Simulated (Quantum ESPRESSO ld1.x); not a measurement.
Atomic calculation, with input and output: Co (charge +3.375)

Co with charge +3.375 in the configuration [Ar] 3d5.625. Computed at this level: non-relativistic Kohn-Sham, BLYP, spin-unpolarised, spherical densities, point nucleus (Quantum ESPRESSO ld1.x 7.5).

Results in brief:

```tsv
quantity	value
outcome	converged
total energy	−1379.7804 hartree
kinetic energy	1378.8482 hartree
electron–nucleus energy	−3247.2579 hartree
Hartree energy	546.481249 hartree
exchange–correlation energy	−57.852010 hartree
radius at density 0.001 e/bohr³	2.63 bohr
SCF iterations	28
hardware	1 CPU thread, shared host
wall time	1.1 s
```

The input:
```
 &input
    atom='Co',
    iswitch=1,
    rel=0,
    dft='BLYP',
    config='[Ar] 3d5.625',
    verbosity='high',
    prefix='ld1',
    max_out_wfc=37,
    file_charge='ld1.rho',
 /
```

Output:
```
     Program LD1 v.7.5 starts

     --------------------------- All-electron run ----------------------------

     atomic number is 27.00
     dft =BLYP   lsd =0 sic =0 latt =0  beta=0.20 tr2=1.0E-14
     Exchange-correlation= BLYP
                           (   1   3   1   3   0   0   0)
     mesh =1863 r(mesh) =  99.50055 a.u. xmin = -7.00 dx = 0.00800
     1 Ry =  13.60569312 eV

     n l     nl                  e(Ry)          e(Ha)          e(eV)
     1 0     1S 1( 2.00)    -556.086429421    -278.043214711  -7565.9413086
     2 0     2S 1( 2.00)     -68.434044245     -34.217022122   -931.0926052
     2 1     2P 1( 6.00)     -59.893753085     -29.946876542   -814.8960245
     3 0     3S 1( 2.00)     -10.719518561      -5.359759280   -145.8464800
     3 1     3P 1( 6.00)      -8.147795365      -4.073897683   -110.8564034
     3 2     3D 1( 5.62)      -3.891923442      -1.945961721    -52.9523160

     final scf error:  9.3E-15 reached in  28 iterations

     Etot =   -2759.560859 Ry,   -1379.780430 Ha,  -37545.738205 eV

     Ekin =    2757.696403 Ry,    1378.848201 Ha,   37520.370984 eV
     Encl =   -6494.515740 Ry,   -3247.257870 Ha,  -88362.388148 eV
     Eh   =    1092.962499 Ry,     546.481250 Ha,   14870.512360 eV
     Exc  =    -115.704021 Ry,     -57.852010 Ha,   -1574.233402 eV

     normalization and overlap integrals

     s(1S/1S) =  1.000000  <r> =   0.0569  <r2> =    0.0043  r(max) =   0.0376
     s(1S/2S) = -0.000000
     s(1S/3S) =  0.000000
     s(2S/2S) =  1.000000  <r> =   0.2588  <r2> =    0.0790  r(max) =   0.2153
     s(2S/3S) = -0.000000
     s(2P/2P) =  1.000000  <r> =   0.2262  <r2> =    0.0628  r(max) =   0.1735
     s(2P/3P) = -0.000000
     s(3S/3S) =  1.000000  <r> =   0.7742  <r2> =    0.6904  r(max) =   0.6758
     s(3P/3P) =  1.000000  <r> =   0.8038  <r2> =    0.7585  r(max) =   0.6758
     s(3D/3D) =  1.000000  <r> =   0.9137  <r2> =    1.0479  r(max) =   0.6441

     ------------------------ End of All-electron run ------------------------
```

Orbitals:

```
orbital  occupation  energy (eV)  ⟨r⟩ (bohr)  outer maximum (bohr)
     1s           2      −7565.9     0.05691                0.0376
     2s           2     −931.093      0.2588                 0.215
     2p           6     −814.896      0.2262                 0.173
     3s           2     −145.846      0.7742                 0.676
     3p           6     −110.856      0.8038                 0.676
     3d       5.625      −52.952      0.9137                 0.644
```

Slater integrals of the outer shells (hartree):

| integral | value |
| --- | --- |
| F0(3d,3d) | 1.0081 |
| F2(3d,3d) | 0.4728 |
| F4(3d,3d) | 0.2954 |
| F0(3d,3p) | 1.0593 |
| F2(3d,3p) | 0.5053 |
| G1(3d,3p) | 0.6230 |
| G3(3d,3p) | 0.3802 |
| F0(3d,3s) | 1.0767 |
| G2(3d,3s) | 0.4738 |
| F0(3d,2p) | 1.3927 |
| F2(3d,2p) | 0.2765 |
| G1(3d,2p) | 0.2080 |
| G3(3d,2p) | 0.1182 |
| F0(3d,2s) | 1.3851 |

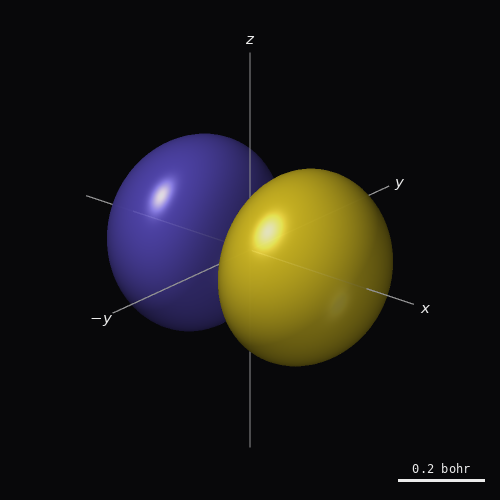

*The 2p(x) orbital. The radial function comes from the spherical calculation and is multiplied by a real spherical harmonic; the overall sign is chosen so that the largest lobe of P(r) is positive. The surface of constant |ψ| that holds about 80 % of the electron is drawn, yellow where ψ is positive and blue where it is negative.*

It has the nodal plane yz and no radial node. The maximum of P² lies at 0.173 bohr, ⟨r⟩ = 0.226 bohr, 90 % of the charge lies within 0.370 bohr, and the eigenvalue is −814.9 eV, with 6 electrons in the shell.

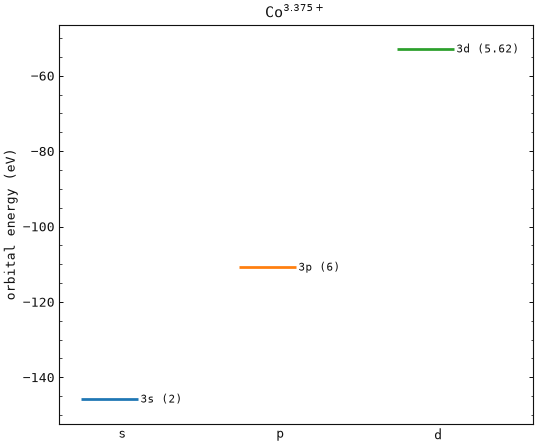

*The outer levels are drawn (occupations in brackets).*

The highest occupied level is 3d at −53.0 eV. From the top down the occupied levels run 3d (−53.0 eV), 3p (−110.9 eV), 3s (−145.8 eV).

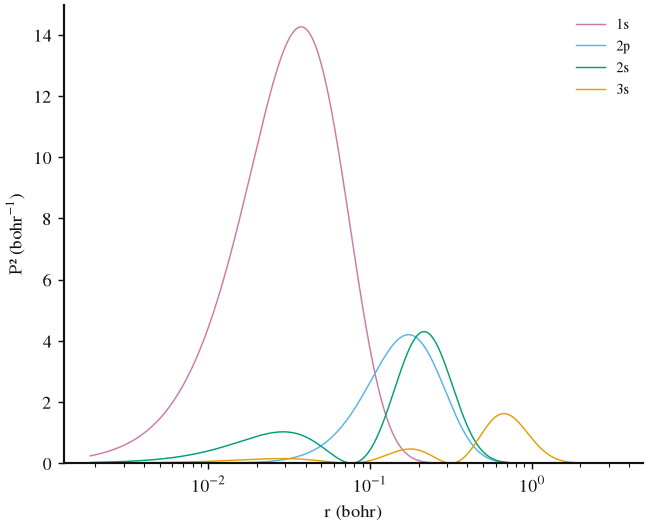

*The radial probability densities P² of 2s, 3s, 1s and 2p.*

1s: outer maximum at 0.0376 bohr, ⟨r⟩ = 0.0569 bohr, 0 nodes, eigenvalue −7566 eV; 2p: outer maximum at 0.173 bohr, ⟨r⟩ = 0.226 bohr, 0 nodes, eigenvalue −814.9 eV; 2s: outer maximum at 0.215 bohr, ⟨r⟩ = 0.259 bohr, 1 node, eigenvalue −931.1 eV; 3s: outer maximum at 0.676 bohr, ⟨r⟩ = 0.774 bohr, 2 nodes, eigenvalue −145.8 eV.
